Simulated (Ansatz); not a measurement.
# triplet AlNH4O2: levels of theory compared

Aim: a comparison of 6 runs (UHF/3-21G, UB3LYP/6-31G*, UB3LYP/6-311+G**, UPBE0/6-311+G**, USVWN5/6-311+G**, UCCSD/6-311+G**) of triplet AlNH4O2. 

The calculation is run with Ansatz 0.2.0.

50 further runs of the same task are left out: 50 set aside as unsound or not needed.

**1. The system as given**

AlNH4O2 has 8 atoms, charge 0, and is taken as a triplet. As SMILES of the parent species, `[NH2][Al]([OH])[OH]`. Geometry: relaxed at PBE0-D4/def2-TZVP. This is one conformer, not always the lowest. That shape belongs to the parent species and isn't relaxed for this state.

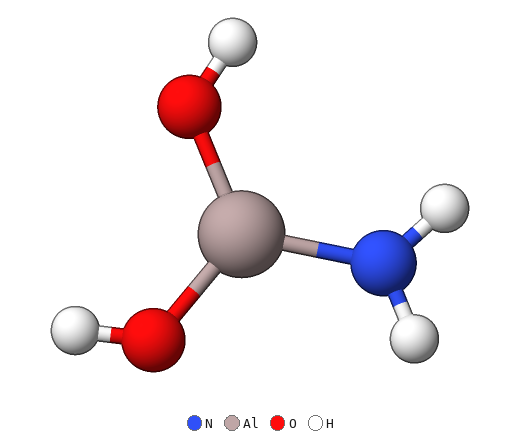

The structure, seen from a chosen angle (nitrogen blue, aluminium light grey, oxygen red, hydrogen white).

**2. The energy at UHF/3-21G (run 1)**

The input, in.yaml:

```yaml
crystal:
  periodic: [false, false, false]
  atoms:
    - {symbol: N, position_ang: [-0.453400, 1.370900, 0.159000]}
    - {symbol: Al, position_ang: [0.021900, -0.314300, -0.015200]}
    - {symbol: O, position_ang: [1.569400, -0.806100, -0.500900]}
    - {symbol: O, position_ang: [-1.140100, -1.496100, 0.324200]}
    - {symbol: H, position_ang: [0.132800, 2.170000, -0.009000]}
    - {symbol: H, position_ang: [-1.372600, 1.662000, 0.447700]}
    - {symbol: H, position_ang: [2.287000, -0.213800, -0.712700]}
    - {symbol: H, position_ang: [-0.952800, -2.429800, 0.251200]}
basis:
  gaussian:
    orbitals: 3-21G.json
output: {orbitals: {seedname: orbitals}}
hamiltonian:
  xc: hf
total_charge: 0
accuracy: high
magnetization:
  spin_polarized: true
  initial_magnetization: 2
```

The basis set 3-21G is read from a file made from the Basis Set Exchange's data (not shown).

The run is started by

```console
ansatz run in.yaml --threads 1 --pin off --max-ram 3480MiB --events-out events.jsonl --progress --plain --runs-dir runs
```

Log:

```text
Warning: RAYON_NUM_THREADS=1 ignored (pool sized by the plan → 1); use --threads N
Functional definition: HF
  name "HF"
  exchange = exact_x
  correlation = 0
1051 factors; integrals over basis functions are off by at most 1.4e-8 eV
mean field evaluation 1: about -12128.4662 eV, gradient 3.6e1 eV
mean field evaluation 2: about -12128.4764 eV, gradient 3.6e1 eV
mean field evaluation 4: about -12133.8408 eV, gradient 2.2e0 eV
mean field evaluation 8: about -12133.9878 eV, gradient 1.8e-1 eV
mean field evaluation 16: about -12131.1778 eV, gradient 1.2e1 eV
mean field evaluation 32: about -12131.1608 eV, gradient 1.2e1 eV
mean field evaluation 64: about -12129.5131 eV, gradient 2.8e0 eV
mean field evaluation 96: about -12128.4652 eV, gradient 3.6e1 eV
mean field -12133.98866153 eV, -445.9158585984 hartree, gradient 4.6e-8 eV, S^2 2.007744; 0 other end points of the search recorded, 0 dependent functions left out
reference -12133.98866153 eV, -445.9158585984 hartree; 21, 19 occupied and 27, 29 virtual orbitals, 1051 factors
Total energy: -12133.98866153 eV, -445.9158585984 hartree
```

It took 1.1 s on 1 thread of Arm Neoverse V2, shared host; peak memory 0.12 GiB.

**3. The energy at UB3LYP/6-31G(d) (spherical functions) (run 2)**

Edit in.yaml of step 2 so:

```diff
@@ -3,3 +3,3 @@
   atoms:
-    - {symbol: N, position_ang: [-0.453400, 1.370900, 0.159000]}
+    - {symbol: "N", position_ang: [-0.453400, 1.370900, 0.159000]}
     - {symbol: Al, position_ang: [0.021900, -0.314300, -0.015200]}
@@ -12,11 +12,7 @@
 basis:
-  gaussian:
-    orbitals: 3-21G.json
+  gaussian: {orbitals: 6-31G_st_-spherical.json}
+total_charge: 0
+magnetization: {spin_polarized: true, initial_magnetization: 2}
+hamiltonian: {xc: {name: B3LYP}}
+accuracy: high
 output: {orbitals: {seedname: orbitals}}
-hamiltonian:
-  xc: hf
-total_charge: 0
-accuracy: high
-magnetization:
-  spin_polarized: true
-  initial_magnetization: 2
```

The basis set 6-31G* is read from a file made from the Basis Set Exchange's data (not shown).

The run is started by

```console
ansatz run in.yaml --threads 1 --pin off --max-ram 3480MiB --events-out events.jsonl --progress --plain --runs-dir runs
```

Log:

```text
Warning: RAYON_NUM_THREADS=1 ignored (pool sized by the plan → 1); use --threads N
Functional definition: B3LYP
  name "B3LYP"
  parameter a0 = 0.2
  parameter ax = 0.72
  parameter ac = 0.81
  exchange = (1 - a0 - ax)*slater_x + ax*b88_x + a0*exact_x
  correlation = (1 - ac)*vwn_rpa_c + ac*lyp_c
1487 factors; integrals over basis functions are off by at most 6.8e-9 eV
mean field evaluation 1: about -12230.8456 eV, gradient 5.9e1 eV
mean field evaluation 2: about -12169.1625 eV, gradient 1.3e2 eV
mean field evaluation 4: about -12238.1606 eV, gradient 3.2e1 eV
mean field evaluation 8: about -12243.8899 eV, gradient 1.3e0 eV
mean field evaluation 16: about -12244.0658 eV, gradient 1.9e-2 eV
mean field evaluation 32: about -12244.0658 eV, gradient 4.1e-8 eV
mean field -12244.06575595 eV, -449.9611172052 hartree, gradient 4.1e-8 eV, S^2 2.002994; 7 other end points of the search recorded, 0 dependent functions left out
reference -12244.06579650 eV, -449.9611186957 hartree; 21, 19 occupied and 47, 49 virtual orbitals, 1487 factors
Total energy: -12244.06579650 eV, -449.9611186957 hartree
```

Wall time 12 s (1 thread of Arm Neoverse V2, shared host); peak memory 0.3 GiB.

Runs 3 to 5 aren't shown in full; the table further down has their settings and results.

**4. The energy at UCCSD/6-311+G(d,p) (run 6)**

The input, input.yaml:

```yaml
crystal:
  periodic: [false, false, false]
  atoms:
    - symbol: N
      position_ang: [-0.453400, 1.370900, 0.159000]
    - symbol: Al
      position_ang: [0.021900, -0.314300, -0.015200]
    - symbol: O
      position_ang: [1.569400, -0.806100, -0.500900]
    - symbol: O
      position_ang: [-1.140100, -1.496100, 0.324200]
    - symbol: H
      position_ang: [0.132800, 2.170000, -0.009000]
    - symbol: H
      position_ang: [-1.372600, 1.662000, 0.447700]
    - symbol: H
      position_ang: [2.287000, -0.213800, -0.712700]
    - symbol: H
      position_ang: [-0.952800, -2.429800, 0.251200]
basis:
  gaussian: {orbitals: 6-311+G_st__st_-spherical.json}
magnetization: {spin_polarized: true, initial_magnetization: 2}
correlation: {method: ccsd, frozen_orbitals: {Al: 5, H: 0, "N": 1, O: 1}}
accuracy: high
scf: {omitted_lower_state_checks: [cluster_reference, increment]}
```

The basis set 6-311+G** is read from a file made from the Basis Set Exchange's data (not shown).

The run is started by

```console
ansatz run input.yaml --threads 1 --pin off --max-ram 3480MiB --events-out events.jsonl --progress --plain --runs-dir runs
```

Log:

```text
Warning: RAYON_NUM_THREADS=1 ignored (pool sized by the plan → 1); use --threads N
[... 4 set-up lines as earlier in the session ...]
these checks for a lower state are left out or cut short: cluster_reference, increment
2215 factors; integrals over basis functions are off by at most 1.9e-8 eV
mean field evaluation 1: about -12196.2914 eV, gradient 4.2e1 eV
mean field evaluation 2: about -12196.2983 eV, gradient 4.2e1 eV
mean field evaluation 4: about -12203.4683 eV, gradient 3.2e0 eV
mean field evaluation 8: about -12203.7189 eV, gradient 1.9e-1 eV
mean field evaluation 16: about -12202.8817 eV, gradient 4.4e0 eV
mean field evaluation 32: about -12202.2764 eV, gradient 7.0e-4 eV
mean field evaluation 64: about -12196.2906 eV, gradient 4.2e1 eV
mean field -12203.72065820 eV, -448.4784622100 hartree, gradient 3.8e-8 eV, S^2 2.007928; 7 other end points of the search recorded, 0 dependent functions left out
8 core orbitals not correlated: weight in the atoms' cores, before any rotation towards them, 1.000 or more for the frozen orbitals, at most 0.000 for the correlated occupied ones
reference -12203.72065820 eV, -448.4784622100 hartree; 13, 11 occupied and 99, 101 virtual orbitals, 2215 factors
second order -17.06579867 eV of doubles, -0.00000000 eV of singles
cycle   1  -17.13110605 eV  change   -6.5e-2 eV  update   1.1e-1
cycle   2  -17.56495405 eV  change   -4.3e-1 eV  update   3.6e-2
cycle   3  -17.70341507 eV  change   -1.4e-1 eV  update   2.4e-2
cycle   4  -17.69534699 eV  change    8.1e-3 eV  update   9.5e-3
cycle   5  -17.68622394 eV  change    9.1e-3 eV  update   6.4e-3
cycle   6  -17.68930840 eV  change   -3.1e-3 eV  update   2.9e-3
cycle   7  -17.69034210 eV  change   -1.0e-3 eV  update   1.9e-3
cycle   8  -17.69040826 eV  change   -6.6e-5 eV  update   7.9e-4
cycle   9  -17.69083447 eV  change   -4.3e-4 eV  update   4.9e-4
cycle  10  -17.69077981 eV  change    5.5e-5 eV  update   2.5e-4
cycle  11  -17.69074983 eV  change    3.0e-5 eV  update   1.3e-4
cycle  12  -17.69085569 eV  change   -1.1e-4 eV  update   6.7e-5
cycle  13  -17.69085278 eV  change    2.9e-6 eV  update   2.2e-5
cycle  14  -17.69087796 eV  change   -2.5e-5 eV  update   1.2e-5
cycle  15  -17.69088338 eV  change   -5.4e-6 eV  update   6.5e-6
cycle  16  -17.69088353 eV  change   -1.5e-7 eV  update   4.1e-6
cycle  17  -17.69088264 eV  change    9.0e-7 eV  update   2.4e-6
cycle  18  -17.69088214 eV  change    5.0e-7 eV  update   1.5e-6
cycle  19  -17.69088147 eV  change    6.6e-7 eV  update   6.3e-7
cycle  20  -17.69088184 eV  change   -3.7e-7 eV  update   4.2e-7
cycle  21  -17.69088216 eV  change   -3.2e-7 eV  update   1.5e-7
cycle  22  -17.69088218 eV  change   -2.5e-8 eV  update   7.0e-8
cycle  23  -17.69088220 eV  change   -1.8e-8 eV  update   3.9e-8
cycle  24  -17.69088207 eV  change    1.3e-7 eV  update   9.0e-8
cycle  25  -17.69088207 eV  change   -4.5e-9 eV  update   2.4e-8
cycle  26  -17.69088206 eV  change    5.8e-9 eV  update   1.1e-8
cycle  27  -17.69088207 eV  change   -2.3e-9 eV  update   5.9e-9
cycle  28  -17.69088206 eV  change    2.5e-9 eV  update   3.2e-9
cycle  29  -17.69088206 eV  change   6.5e-10 eV  update   1.4e-9
Total energy: -12221.41154026 eV, -449.1285901345 hartree
Checks for a lower state left out: cluster_reference, increment
```

Run time: 2.3 min. Hardware: 1 thread of Arm Neoverse V2, shared host; peak memory 2.5 GiB.

**5. The series**

| run | level | frozen core orbitals | energy (Eh) | HOMO energy (eV) | ⟨S²⟩ | wall time |
| --- | --- | --- | --- | --- | --- | --- |
| 1 | UHF/3-21G | – | -445.915859 | -3.12 | 2.008 | 1.1 s |
| 2 | UB3LYP/6-31G* (spherical functions) | – | -449.961119 | -2.14 | 2.003 | 12 s |
| 3 | UB3LYP/6-311+G** | – | -450.098323 | -2.99 | 2.003 | 21 s |
| 4 | UPBE0/6-311+G** | – | -449.727192 | -3.10 | 2.003 | 22 s |
| 5 | USVWN5/6-311+G** | – | -447.497322 | -2.60 | 2.001 | 17 s |
| 6 | UCCSD/6-311+G** | 8 | -449.128590 | – | 2.008 | 2.3 min |

**6. Summary of results**

```
                                          quantity          value
                               run 6: total energy  -449.12859 Eh
run 6: correlation energy (8 core orbitals frozen)     -650.1 mEh
          run 6: ⟨S²⟩ of the reference determinant          2.008
                              run 6: T1 diagnostic          0.022
```

What this shows: Totals of different functionals can't be ranked against each other. All runs together took 3.5 min, the longest 2.3 min.
